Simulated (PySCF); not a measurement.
# What a change does: NMR shielding calculation on C₄H₇P₂Si

System: C₄H₇P₂Si, charge −1, SMILES Cc1pc([SiH3])c[p-]1.
Method of run 1: GIAO B97-2/pcSseg-1 NMR shielding, non-relativistic, gas phase (PySCF 2.14.0).

The geometry comes from this level: PBE0-D3(BJ)/def2-SVP. Text and figures count atoms from 1; the logs count them from 0 in places.

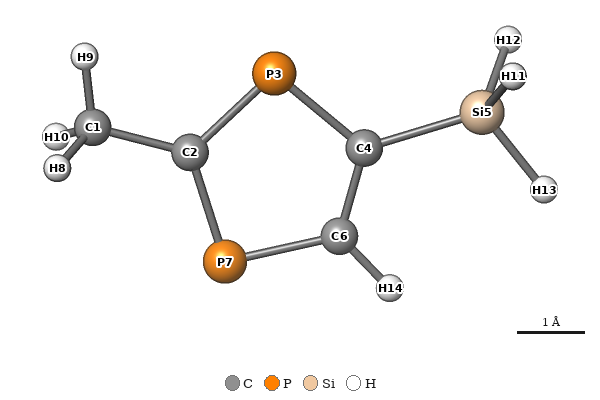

Fig. 1: The structure (ball-and-stick view, seen at a tilt; atoms are numbered from 1 in the order of the input). Bond lengths as drawn: C–C 1.40 to 1.51 Å, C–H 1.10 to 1.11 Å, C–P 1.74 to 1.77 Å, C–Si 1.84 Å and H–Si 1.51 Å.

### Input file, run 1
```
{"job": {"kind": "nmr", "xc": "B97-2", "basis": "pcSseg-1", "pop": false}, "charge": -1, "multiplicity": 1}
C      3.319229     0.142380     0.571168
C      1.860984    -0.231725     0.504864
P      0.625297     0.983027     0.333953
C     -0.734755    -0.148488     0.335506
Si    -2.483503     0.406890     0.195023
C     -0.386520    -1.500171     0.463134
P      1.312807    -1.898665     0.599083
H      3.912446    -0.346592    -0.222716
H      3.460827     1.230901     0.460132
H      3.782551    -0.149379     1.531349
H     -2.827440     1.149573    -1.073174
H     -2.957698     1.331952     1.289550
H     -3.425457    -0.769517     0.234063
H     -1.150155    -2.289811     0.476504
```

The first line tells a small driver script what to run in PySCF; the rest is the geometry in Å.

Command:
```bash
OMP_NUM_THREADS=1 python <driver script> task.json out
```

Hardware: 1 CPU thread, shared host.

### Output (run 1)
```
coarse grid: 13560 points
cycle   1  E = -1128.6966877819  dE =  6.658e-01  |g| = 5.064e-01  |ddm| = 3.847e+00
cycle   2  E = -1128.5863986024  dE =  1.103e-01  |g| = 8.103e-01  |ddm| = 2.017e+00
cycle   3  E = -1128.7780796522  dE = -1.917e-01  |g| = 9.938e-02  |ddm| = 1.286e+00
cycle   4  E = -1128.7806286371  dE = -2.549e-03  |g| = 3.175e-02  |ddm| = 1.616e-01
cycle   5  E = -1128.7808624386  dE = -2.338e-04  |g| = 7.521e-03  |ddm| = 3.924e-02
cycle   6  E = -1128.7808698702  dE = -7.432e-06  |g| = 5.840e-03  |ddm| = 1.654e-02
cycle   7  E = -1128.7808798929  dE = -1.002e-05  |g| = 1.149e-03  |ddm| = 8.073e-03
cycle   8  E = -1128.7808801850  dE = -2.920e-07  |g| = 4.427e-04  |ddm| = 1.473e-03
final grid: 118216 points
cycle   9  E = -1128.8125060593  dE = -4.479e-05  |g| = 3.599e-03  |ddm| = 2.604e-02
cycle  10  E = -1128.8125050175  dE =  1.042e-06  |g| = 2.907e-03  |ddm| = 6.355e-03
cycle  11  E = -1128.8125058394  dE = -8.220e-07  |g| = 2.304e-03  |ddm| = 6.367e-03
cycle  12  E = -1128.8125074018  dE = -1.562e-06  |g| = 3.618e-04  |ddm| = 2.850e-03
cycle  13  E = -1128.8125074369  dE = -3.501e-08  |g| = 7.698e-05  |ddm| = 5.068e-04
cycle  14  E = -1128.8125074382  dE = -1.342e-09  |g| = 3.674e-05  |ddm| = 1.210e-04
cycle  15  E = -1128.8125074385  dE = -3.413e-10  |g| = 6.494e-06  |ddm| = 4.776e-05
converged SCF energy = -1128.8125074385

GIAO shielding tensors (ppm)
atom      isotropic    diamagn.    paramagn.     s11        s22        s33       span
  0 C      161.237     241.920     -80.683    146.436    154.403    182.872     36.437
  1 C       -6.064     269.239    -275.303   -176.868     15.529    143.147    320.016
  2 P      109.338     971.798    -862.461    -60.825     73.022    315.816    376.641
  3 C       55.513     262.259    -206.747    -41.236     53.450    154.324    195.560
  4 Si     432.278     880.120    -447.842    375.717    430.272    490.845    115.128
  5 C       21.970     256.945    -234.975   -101.728     47.292    120.345    222.073
  6 P      134.239     970.793    -836.554    -47.710     96.692    353.736    401.446
  7 H       28.399      28.080       0.319     23.460     27.284     34.453     10.993
  8 H       28.712      29.344      -0.632     23.505     29.101     33.530     10.025
  9 H       28.404      27.502       0.902     23.615     27.048     34.549     10.934
 10 H       26.704      29.228      -2.524     23.089     25.064     31.960      8.871
 11 H       26.703      28.989      -2.285     23.063     25.083     31.963      8.900
 12 H       27.086      29.624      -2.538     23.634     26.166     31.456      7.822
 13 H       23.240      32.825      -9.585     21.216     22.181     26.323      5.106
```

For run 2 the input was changed thus:
```diff
-"xc": "B97-2"
+"xc": "PBE0"
-"pop": false
```

How does run 2 compare with run 1?

The total energies belong to different methods, so their difference says nothing on which is more stable or more accurate. The HOMO goes from −0.96 to −1.18 eV. Of all shieldings, the largest change is that of P3, by −9.3 ppm. The functional changes from B97-2 to PBE0. The number of SCF iterations is the same.

### Output (run 2)
```
coarse grid: 13560 points
cycle   1  E = -1128.1279650971  dE =  6.903e-01  |g| = 4.982e-01  |ddm| = 3.852e+00
cycle   2  E = -1128.0381733061  dE =  8.979e-02  |g| = 7.603e-01  |ddm| = 1.902e+00
cycle   3  E = -1128.2046483750  dE = -1.665e-01  |g| = 9.450e-02  |ddm| = 1.187e+00
cycle   4  E = -1128.2068969222  dE = -2.249e-03  |g| = 3.344e-02  |ddm| = 1.549e-01
cycle   5  E = -1128.2071562216  dE = -2.593e-04  |g| = 7.740e-03  |ddm| = 4.218e-02
cycle   6  E = -1128.2071600378  dE = -3.816e-06  |g| = 7.219e-03  |ddm| = 1.785e-02
cycle   7  E = -1128.2071749635  dE = -1.493e-05  |g| = 1.159e-03  |ddm| = 8.625e-03
cycle   8  E = -1128.2071752474  dE = -2.838e-07  |g| = 4.220e-04  |ddm| = 1.451e-03
final grid: 118216 points
cycle   9  E = -1128.2501081206  dE = -1.331e-05  |g| = 8.437e-03  |ddm| = 2.500e-02
cycle  10  E = -1128.2500739523  dE =  3.417e-05  |g| = 1.401e-02  |ddm| = 2.368e-02
cycle  11  E = -1128.2501273360  dE = -5.338e-05  |g| = 1.073e-03  |ddm| = 1.627e-02
cycle  12  E = -1128.2501276204  dE = -2.844e-07  |g| = 2.445e-04  |ddm| = 1.437e-03
cycle  13  E = -1128.2501276282  dE = -7.760e-09  |g| = 1.731e-04  |ddm| = 4.467e-04
cycle  14  E = -1128.2501276371  dE = -8.959e-09  |g| = 2.831e-05  |ddm| = 2.296e-04
cycle  15  E = -1128.2501276373  dE = -1.676e-10  |g| = 1.435e-05  |ddm| = 5.117e-05
converged SCF energy = -1128.2501276373

GIAO shielding tensors (ppm)
atom      isotropic    diamagn.    paramagn.     s11        s22        s33       span
  0 C      162.453     241.909     -79.455    147.224    155.705    184.431     37.207
  1 C       -9.332     269.593    -278.925   -184.908     13.166    143.745    328.653
  2 P      100.024     971.200    -871.176    -75.184     63.763    311.493    386.677
  3 C       53.487     262.453    -208.966    -45.964     51.919    154.506    200.470
  4 Si     428.602     879.942    -451.339    370.559    426.419    488.829    118.269
  5 C       18.844     257.013    -238.169   -107.460     44.148    119.844    227.303
  6 P      125.338     970.245    -844.906    -60.725     86.814    349.926    410.650
  7 H       28.298      27.991       0.307     23.293     27.167     34.434     11.140
  8 H       28.602      29.179      -0.577     23.325     28.985     33.495     10.170
  9 H       28.305      27.474       0.830     23.451     26.932     34.531     11.079
 10 H       26.506      28.954      -2.449     22.854     24.850     31.812      8.957
 11 H       26.505      28.752      -2.248     22.829     24.870     31.815      8.987
 12 H       26.881      29.392      -2.511     23.400     25.951     31.293      7.892
 13 H       23.089      32.691      -9.602     21.059     21.981     26.229      5.170
```

### The two runs side by side

| quantity | run 1 | run 2 |
| --- | --- | --- |
| outcome | converged | converged |
| total energy (hartree) | −1128.812507 | −1128.250128 |
| HOMO (eV) | −0.96 | −1.18 |
| LUMO (eV) | 3.90 | 3.93 |
| shielding of C1 (ppm) | 161.2 | 162.5 |
| shielding of C2 (ppm) | −6.1 | −9.3 |
| shielding of P3 (ppm) | 109.3 | 100.0 |
| shielding of C4 (ppm) | 55.5 | 53.5 |
| shielding of Si5 (ppm) | 432.3 | 428.6 |
| shielding of C6 (ppm) | 22.0 | 18.8 |
| shielding of P7 (ppm) | 134.2 | 125.3 |
| SCF iterations | 15 | 15 |
| basis functions | 175 | 175 |
| wall time (shared host) | 20 s | 30 s |
